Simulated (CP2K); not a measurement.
# C2H6S2Si (SMILES [SiH3]SCC=S): GFN2-xTB

Aim: the vertical ionisation energy of C2H6S2Si at GFN2-xTB, from 2 runs. Input form: an ASE script.

The calculation is run with CP2K 2026.2.

1 further run of the same task is left out (set aside as unsound or not needed).

### 1 Starting point

The species is C2H6S2Si (11 atoms), meant as a singlet with charge 0. SMILES: `[SiH3]SCC=S`. Geometry: a rough force-field guess. This is one conformer, not always the lowest.

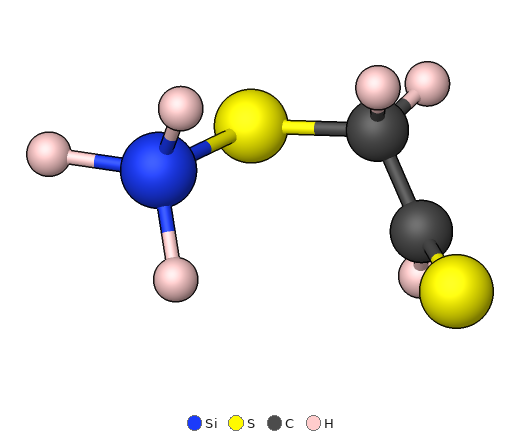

Viewed from a chosen angle; silicon blue, sulfur yellow, carbon dark grey, hydrogen pink.

### 2 Energy and forces at GFN2-xTB

cp2k_ase.py

```python
import numpy as np
from ase import Atoms
from ase.calculators.cp2k import CP2K

atoms = Atoms(['Si', 'S', 'C', 'C', 'S', 'H', 'H', 'H', 'H', 'H', 'H'],
              positions=[(-1.205900, 0.414800, 1.435400),
                         (0.062400, 1.469300, 0.060700),
                         (1.149000, 0.166500, -0.532900),
                         (0.572400, -0.648200, -1.584500),
                         (0.299000, -2.322600, -1.446000),
                         (-0.425600, -0.299400, 2.376800),
                         (-2.102100, -0.439500, 0.641400),
                         (-2.030400, 1.487500, 2.133800),
                         (1.551800, -0.422000, 0.359000),
                         (2.046500, 0.651000, -0.964800),
                         (0.148400, -0.114400, -2.458300)])
atoms.set_cell([14.1, 13.8, 14.8])
atoms.center()
cp2k_input = """
&FORCE_EVAL
   METHOD Quickstep
   &DFT
      CHARGE 0
      MULTIPLICITY 1
      &QS
         METHOD XTB
         EPS_DEFAULT 1.0E-10
         &XTB
            GFN_TYPE TBLITE
            &TBLITE
               METHOD GFN2
            &END TBLITE
            CHECK_ATOMIC_CHARGES F
         &END XTB
      &END QS
      &POISSON
         PERIODIC NONE
         POISSON_SOLVER ANALYTIC
      &END POISSON
      &SCF
         SCF_GUESS ATOMIC
         EPS_SCF 1.0E-07
         MAX_SCF 150
         ADDED_MOS 4
         &DIAGONALIZATION
            ALGORITHM STANDARD
         &END DIAGONALIZATION
         &MIXING
            METHOD DIRECT_P_MIXING
            ALPHA 0.4
         &END MIXING
         &SMEAR ON
            METHOD FERMI_DIRAC
            ELECTRONIC_TEMPERATURE [K] 300
         &END SMEAR
      &END SCF
      &PRINT
         &MOMENTS
            PERIODIC F
            REFERENCE COM
            MAX_MOMENT 1
         &END MOMENTS
         &MO ON
            ENERGIES T
            OCCUPATION_NUMBERS T
            NDIGITS 6
            &EACH
               QS_SCF 0
            &END EACH
            ADD_LAST NUMERIC
         &END MO
         &HIRSHFELD OFF
         &END HIRSHFELD
      &END PRINT
   &END DFT
   &SUBSYS
   &END SUBSYS
&END FORCE_EVAL
"""
calculator = CP2K(command="cp2k.psmp -s", label="molecule", inp=cp2k_input, basis_set=None, basis_set_file=None, potential_file=None, pseudo_potential=None, xc=None, cutoff=None, max_scf=None, charge=None, uks=False,
            force_eval_method=None, print_level="LOW", poisson_solver=None, stress_tensor=False)
atoms.calc = calculator
print("E / eV:", round(atoms.get_potential_energy(), 6))
forces = atoms.get_forces()
print(np.array2string(forces, precision=5, suppress_small=True))
print("largest force / (eV/A): %.4f" % np.linalg.norm(forces, axis=1).max())
```

The run is started by

```
$ OMP_NUM_THREADS=1 python cp2k_ase.py
```

The program printed:

```text
E / eV: -422.869266
[[-1.56961  0.8813  -0.1254 ]
 [-0.33413  0.59463  0.08425]
 [ 1.95842 -0.84531  0.90033]
 [-1.45601 -2.50537 -0.29162]
 [ 0.50227  2.67521 -0.24748]
 [ 0.61064 -0.45621  0.48035]
 [ 0.23386  0.08665  0.12556]
 [ 0.68028 -0.64501 -0.57559]
 [-0.68688  0.40652 -1.03404]
 [-0.32459  0.22612  0.15167]
 [ 0.38575 -0.41853  0.53195]]
largest force / (eV/A): 2.9124
```

molecule.out:

```text
CP2K| version string:                                       CP2K version 2026.2
 CP2K| Input file name                                              molecule.inp

[... 19 lines left out ...]
 *** WARNING in qs_kind_types.F:2330 :: Information provided in the input ***
[... 65 lines left out ...]
  Step     Update method      Time    Convergence         Total energy    Change
[... 29 lines left out ...]
  Repulsive potential energy:                                   0.12403641058083
[... 2 lines left out ...]
  Non-self consistent dispersion energy:                        0.00001457354122
[... 4 lines left out ...]
  Total energy:                                               -15.54016024988539
[... 3 lines left out ...]
 TB_DIPOLE| Ref. Point [Bohr]      13.33766536      13.50941043      13.63704811
[... 2 lines left out ...]
 TB_DIPOLE| Derivative [a.u.]       0.00000000       0.00000000       0.00000000
[... 38 lines left out ...]
 -------------------------------------------------------------------------------
```

Wall time 1.5 s (1 thread of Arm Neoverse N1, shared host); peak memory 0.14 GiB.

### 3 The doublet cation

cp2k_ase.py

```python
import numpy as np
from ase import Atoms
from ase.calculators.cp2k import CP2K

atoms = Atoms(['Si', 'S', 'C', 'C', 'S', 'H', 'H', 'H', 'H', 'H', 'H'],
              positions=[(-1.205900, 0.414800, 1.435400),
                         (0.062400, 1.469300, 0.060700),
                         (1.149000, 0.166500, -0.532900),
                         (0.572400, -0.648200, -1.584500),
                         (0.299000, -2.322600, -1.446000),
                         (-0.425600, -0.299400, 2.376800),
                         (-2.102100, -0.439500, 0.641400),
                         (-2.030400, 1.487500, 2.133800),
                         (1.551800, -0.422000, 0.359000),
                         (2.046500, 0.651000, -0.964800),
                         (0.148400, -0.114400, -2.458300)])
atoms.set_cell([14.1, 13.8, 14.8])
atoms.center()
cp2k_input = """
&FORCE_EVAL
 METHOD QS
 &DFT
  CHARGE 1
  MULTIPLICITY 2
  LSD T
  &QS
   METHOD XTB
   EPS_DEFAULT 1.0E-10
   &XTB
    GFN_TYPE TBLITE
    &TBLITE
     METHOD GFN2
    &END TBLITE
    CHECK_ATOMIC_CHARGES F
   &END XTB
  &END QS
  &POISSON
   PERIODIC NONE
   POISSON_SOLVER ANALYTIC
  &END POISSON
  &SCF
   SCF_GUESS ATOMIC
   EPS_SCF 1.0E-07
   MAX_SCF 150
   ADDED_MOS 2
   &DIAGONALIZATION
    ALGORITHM STANDARD
   &END DIAGONALIZATION
   &MIXING
    METHOD DIRECT_P_MIXING
    ALPHA 0.4
   &END MIXING
   &SMEAR ON
    METHOD FERMI_DIRAC
    ELECTRONIC_TEMPERATURE [K] 300
   &END SMEAR
  &END SCF
  &PRINT
   &MOMENTS
    PERIODIC F
    REFERENCE COM
    MAX_MOMENT 1
   &END MOMENTS
   &MO ON
    ENERGIES T
    OCCUPATION_NUMBERS T
    NDIGITS 6
    &EACH
     QS_SCF 0
    &END EACH
    ADD_LAST NUMERIC
   &END MO
   &HIRSHFELD OFF
   &END HIRSHFELD
  &END PRINT
 &END DFT
 &SUBSYS
 &END SUBSYS
&END FORCE_EVAL
"""
cp2k = CP2K(command="cp2k.psmp -s", label="gas", inp=cp2k_input, basis_set=None, basis_set_file=None, potential_file=None, pseudo_potential=None, xc=None, cutoff=None, max_scf=None, charge=None, uks=False,
            force_eval_method=None, print_level="LOW", poisson_solver=None, stress_tensor=False)
atoms.calc = cp2k
e = atoms.get_potential_energy()
f = atoms.get_forces()
print(f"energy = {e:.6f} eV")
print("forces (eV/angstrom):")
for s, v in zip(atoms.get_chemical_symbols(), f):
    print(f"{s:2s} {v[0]:10.5f} {v[1]:10.5f} {v[2]:10.5f}")
```

The run is started by

```
$ OMP_NUM_THREADS=1 python cp2k_ase.py
```

The program printed:

```text
energy = -410.086563 eV
forces (eV/angstrom):
Si   -2.30646    0.60335    0.94157
S     0.15009    0.78548   -0.50250
C     1.88954   -0.65105    1.25127
C    -1.51269   -2.61882   -0.49820
S     0.52189    2.68131   -0.32669
H     0.73764   -0.46444    0.38296
H     0.31992    0.09105   -0.09246
H     0.73307   -0.60108   -0.65636
H    -0.66637    0.44372   -1.03107
H    -0.29839    0.19072    0.05931
H     0.43178   -0.46023    0.47218
```

gas.out:

```text
CP2K| version string:                                       CP2K version 2026.2
 CP2K| Input file name                                                   gas.inp

[... 19 lines left out ...]
 *** WARNING in qs_kind_types.F:2330 :: Information provided in the input ***
[... 73 lines left out ...]
  Step     Update method      Time    Convergence         Total energy    Change
[... 34 lines left out ...]
  Repulsive potential energy:                                   0.12403641058083
[... 2 lines left out ...]
  Non-self consistent dispersion energy:                        0.00001457354122
[... 4 lines left out ...]
  Total energy:                                               -15.07040455149739
[... 3 lines left out ...]
 TB_DIPOLE| Ref. Point [Bohr]      13.33766536      13.50941043      13.63704811
[... 2 lines left out ...]
 TB_DIPOLE| Derivative [a.u.]       0.00000000       0.00000000       0.00000000
[... 49 lines left out ...]
 -------------------------------------------------------------------------------
```

Wall time 1.6 s (1 thread of Arm Neoverse N1, shared host); peak memory 0.14 GiB.

### 4 Results

Level: GFN2-xTB.

```
                                                   quantity         value
                             singlet C2H6S2Si: total energy  -15.54016 Eh
singlet C2H6S2Si: dipole moment (from atomic charges alone)        1.79 D
                              singlet C2H6S2Si: HOMO energy     -10.07 eV
                              singlet C2H6S2Si: LUMO energy      -8.95 eV
                            singlet C2H6S2Si: HOMO–LUMO gap       1.12 eV
                               doublet cation: total energy  -15.07040 Eh
         doublet cation: HOMO energy (highest over α and β)     -15.53 eV
          doublet cation: LUMO energy (lowest over α and β)     -15.33 eV
         vertical ionisation energy (to the doublet cation)     12.783 eV
```

**Reading.** Removing an electron at fixed nuclei costs 12.78 eV (1233 kJ/mol). xTB total energies overstate such differences by several eV unless an empirical shift is taken off; none is applied here. The dipole (singlet C2H6S2Si) comes from point charges on the atoms alone, without atomic dipoles, so it is partial.
